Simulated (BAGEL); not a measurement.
**HF/6-31G(d) (density fitting with qzvpp-jkfit, spherical functions) run of SiH2O2F2 (SMILES O[Si](O)(F)F)**

What is the vertical singlet–triplet gap of SiH2O2F2 at HF/6-31G* (density fitting with qzvpp-jkfit, spherical functions)? 

Program for the calculation: BAGEL 1.2.2.

**1. The molecule**

SiH2O2F2: 7 atoms, total charge 0, spin state singlet. SMILES: `O[Si](O)(F)F`. The shape is that of a PBE0-D4/def2-TZVP optimisation. This is one conformer, not always the lowest.

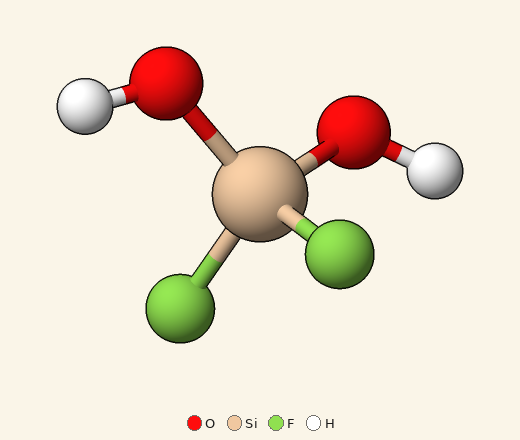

The structure, seen from a chosen angle (oxygen red, silicon light orange, fluorine green, hydrogen white).

**2. A single-point energy at HF/6-31G(d) (density fitting with qzvpp-jkfit, spherical functions)**

The input, hf.json:

```json
{ "bagel" : [

{
  "title" : "molecule",
  "basis" : "6-31gs.json",
  "df_basis" : "qzvpp-jkfit",
  "angstrom" : true,
  "geometry" : [
    { "atom" : "O", "xyz" : [      -1.123000,       0.443800,       0.890500 ] },
    { "atom" : "Si", "xyz" : [      -0.011100,      -0.018100,      -0.177300 ] },
    { "atom" : "O", "xyz" : [       1.321200,      -0.386600,       0.646700 ] },
    { "atom" : "F", "xyz" : [      -0.483500,      -1.262700,      -1.033600 ] },
    { "atom" : "F", "xyz" : [       0.238000,       1.131800,      -1.236100 ] },
    { "atom" : "H", "xyz" : [      -1.829300,       1.022300,       0.602200 ] },
    { "atom" : "H", "xyz" : [       1.948900,      -0.998500,       0.262000 ] }
  ]
},

{ "title" : "hf" },

{ "title" : "print", "file" : "orbitals.molden", "orbitals" : true }

]}
```

The basis set 6-31G* is read from a file made from the Basis Set Exchange's data (not shown).

Started as:

```console
$ BAGEL_NUM_THREADS=1 BAGEL hf.json > hf.out
```

The log of the run:

```text
* using 1 threads per process

  ===============================================================
  ===============================================================

  *** Geometry ***

  { "atom" : "O", "xyz" : [     -2.122162,      0.838660,      1.682801 ] },
  { "atom" : "Si", "xyz" : [     -0.020976,     -0.034204,     -0.335048 ] },
  { "atom" : "O", "xyz" : [      2.496706,     -0.730568,      1.222086 ] },
  { "atom" : "F", "xyz" : [     -0.913683,     -2.386157,     -1.953221 ] },
  { "atom" : "F", "xyz" : [      0.449755,      2.138792,     -2.335890 ] },
  { "atom" : "H", "xyz" : [     -3.456876,      1.931867,      1.137993 ] },
  { "atom" : "H", "xyz" : [      3.682887,     -1.886892,      0.495108 ] },

  Number of auxiliary basis functions:      472

  Since a DF basis is specified, we compute 2- and 3-index integrals:
    o Being stored without compression. Storage requirement is 0.023 GB

  Number of basis functions:       78
  Number of electrons      :       50

    * METHOD: MOLECULE                             0.24

  *** RHF ***

  === Nuclear Repulsion ===
   270.4700007074

      * DIIS with orbital gradients will be used.

  === RHF iteration (6-31gs.json) ===
      0       -638.55451426          0.02879366           0.08
      1       -638.79704245          0.01688449           0.08
      2       -638.91458095          0.00094345           0.08
      3       -638.91511867          0.00017202           0.07
      4       -638.91513527          0.00007184           0.08
      5       -638.91513802          0.00001718           0.08
      6       -638.91513830          0.00000430           0.08
      7       -638.91513832          0.00000076           0.08
      8       -638.91513832          0.00000015           0.08
      9       -638.91513832          0.00000004           0.07
     10       -638.91513832          0.00000002           0.08
     11       -638.91513832          0.00000000           0.08
    * SCF iteration converged.

    * Permanent dipole moment:
           (    0.025257,     0.010743,     0.217460) a.u.

    * METHOD: HF                                   1.09

    * METHOD: PRINT                                0.01

  ===============================================================
```

It took 1.5 s on 1 thread of Arm Neoverse V1, shared host; peak memory 0.11 GiB.

**3. The triplet at the same level**

The input, job.json:

```json
{ "bagel": [

{
  "title": "molecule",
  "basis": "6-31gs.json",
  "df_basis": "qzvpp-jkfit",
  "angstrom": true,
  "geometry": [
    { "atom": "O", "xyz": [      -1.123000,       0.443800,       0.890500 ] },
    { "atom": "Si", "xyz": [      -0.011100,      -0.018100,      -0.177300 ] },
    { "atom": "O", "xyz": [       1.321200,      -0.386600,       0.646700 ] },
    { "atom": "F", "xyz": [      -0.483500,      -1.262700,      -1.033600 ] },
    { "atom": "F", "xyz": [       0.238000,       1.131800,      -1.236100 ] },
    { "atom": "H", "xyz": [      -1.829300,       1.022300,       0.602200 ] },
    { "atom": "H", "xyz": [       1.948900,      -0.998500,       0.262000 ] }
  ]
},

{ "title": "uhf", "nopen": 2 },

{ "title": "print", "file": "orbitals.molden", "orbitals": true }

]}
```

The basis set 6-31G* is read from a file made from the Basis Set Exchange's data (not shown).

Started as:

```console
$ BAGEL_NUM_THREADS=1 BAGEL job.json > job.out
```

The log of the run:

```text
* using 1 threads per process

  ===============================================================
  ===============================================================

  *** Geometry ***

  { "atom" : "O", "xyz" : [     -2.122162,      0.838660,      1.682801 ] },
  { "atom" : "Si", "xyz" : [     -0.020976,     -0.034204,     -0.335048 ] },
  { "atom" : "O", "xyz" : [      2.496706,     -0.730568,      1.222086 ] },
  { "atom" : "F", "xyz" : [     -0.913683,     -2.386157,     -1.953221 ] },
  { "atom" : "F", "xyz" : [      0.449755,      2.138792,     -2.335890 ] },
  { "atom" : "H", "xyz" : [     -3.456876,      1.931867,      1.137993 ] },
  { "atom" : "H", "xyz" : [      3.682887,     -1.886892,      0.495108 ] },

  Number of auxiliary basis functions:      472

  Since a DF basis is specified, we compute 2- and 3-index integrals:
    o Being stored without compression. Storage requirement is 0.023 GB

  Number of basis functions:       78
  Number of electrons      :       50

    * METHOD: MOLECULE                             0.24

  *** Open-shell HF ***

  === Nuclear Repulsion ===
   270.4700007074

      * DIIS with orbital gradients will be used.

  === UHF iteration (6-31gs.json) ===
      0       -638.22490798          0.04778873           0.15
      1       -638.42969853          0.02808754           0.15
      2       -638.49142159          0.01631286           0.15
      3       -638.52194495          0.00092780           0.15
      4       -638.52296927          0.00050964           0.15
      5       -638.52340981          0.00029198           0.15
      6       -638.52370440          0.00041012           0.15
      7       -638.52355913          0.00030629           0.15
      8       -638.52351780          0.00015923           0.15
      9       -638.52356880          0.00010930           0.15
     10       -638.52357421          0.00004865           0.15
     11       -638.52357744          0.00003785           0.15
     12       -638.52358082          0.00002962           0.15
     13       -638.52358244          0.00002497           0.15
     14       -638.52358428          0.00001527           0.15
     15       -638.52358461          0.00000884           0.15
     16       -638.52358468          0.00000933           0.15
     17       -638.52358472          0.00000982           0.15
     18       -638.52358471          0.00000990           0.15
     19       -638.52358476          0.00001150           0.15
     20       -638.52358468          0.00000817           0.15
     21       -638.52358462          0.00000304           0.15
     22       -638.52358464          0.00000352           0.15
     23       -638.52358464          0.00000179           0.15
     24       -638.52358464          0.00000100           0.15
     25       -638.52358464          0.00000079           0.15
     26       -638.52358464          0.00000059           0.15
     27       -638.52358464          0.00000055           0.15
     28       -638.52358464          0.00000034           0.15
     29       -638.52358464          0.00000052           0.15
     30       -638.52358464          0.00000046           0.15
     31       -638.52358464          0.00000053           0.15
     32       -638.52358464          0.00000048           0.15
     33       -638.52358464          0.00000030           0.15
     34       -638.52358464          0.00000006           0.15
     35       -638.52358464          0.00000003           0.15
     36       -638.52358464          0.00000002           0.15
     37       -638.52358464          0.00000001           0.15
    * SCF iteration converged.

    * S^2 (UHF) is 2.0538

    * Permanent dipole moment:
           (   -0.034687,    -0.014198,    -0.294778) a.u.

    * METHOD: UHF                                  5.87

    * METHOD: PRINT                                0.01

  ===============================================================
```

It took 6.3 s on 1 thread of Arm Neoverse V1, shared host; peak memory 0.11 GiB.

**4. Summary of results**

Level: HF/6-31G* (density fitting with qzvpp-jkfit, spherical functions).

```
                                        quantity          value
                           singlet: total energy  -638.91514 Eh
                          singlet: dipole moment         0.56 D
                            singlet: HOMO energy      -14.69 eV
                            singlet: LUMO energy        4.50 eV
                          singlet: HOMO–LUMO gap       19.19 eV
                           triplet: total energy  -638.52358 Eh
                          triplet: dipole moment         0.76 D
                                   triplet: ⟨S²⟩          2.054
vertical energy of the triplet above the singlet      10.655 eV
```

What this shows: At this shape the triplet lies 10.65 eV (1028 kJ/mol) above the singlet.
